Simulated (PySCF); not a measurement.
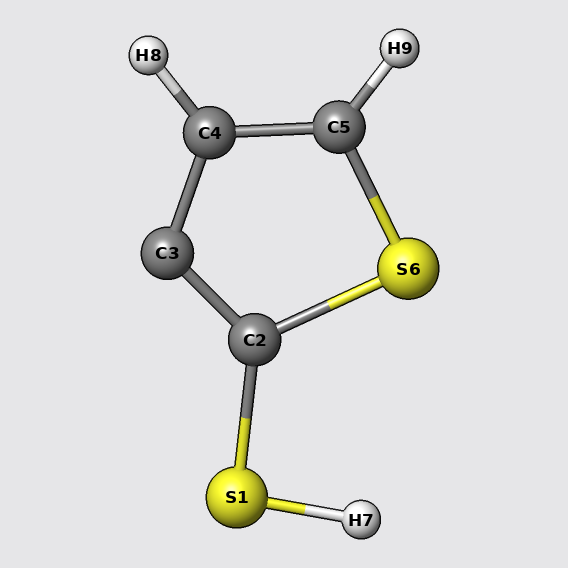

State: neutral, doublet. Computed geometry: GFN2-xTB optimisation. No frequency run is at hand to confirm it as a minimum. Computed with UKS B3LYP, pcH-1 on C H S, non-relativistic (PySCF 2.14.0). Fermi-contact and spin-dipolar terms alone, no spin-orbit part.

Which nucleus has the largest dipolar (anisotropic) hyperfine coupling?

13C at C3: principal values −76.7, −59.3, 136.0 MHz.

List the isotropic and dipolar parts for the most strongly coupled nuclei, one of each equivalent set.

```tsv
atom	isotope	a_iso (MHz)	dipolar part (MHz)
C3	13C	418.8	−76.7, −59.3, 136.0
S6	33S	3.9	−12.3, −12.2, 24.5
C2	13C	38.3	−15.5, −3.3, 18.8
C4	13C	41.0	−9.7, −2.5, 12.3
H8	1H	22.3	−6.2, −5.1, 11.3
H9	1H	8.6	−2.9, −1.7, 4.6
S1	33S	3.8	−3.7, −0.5, 4.2
C5	13C	72.9	−3.7, 0.2, 3.5
```
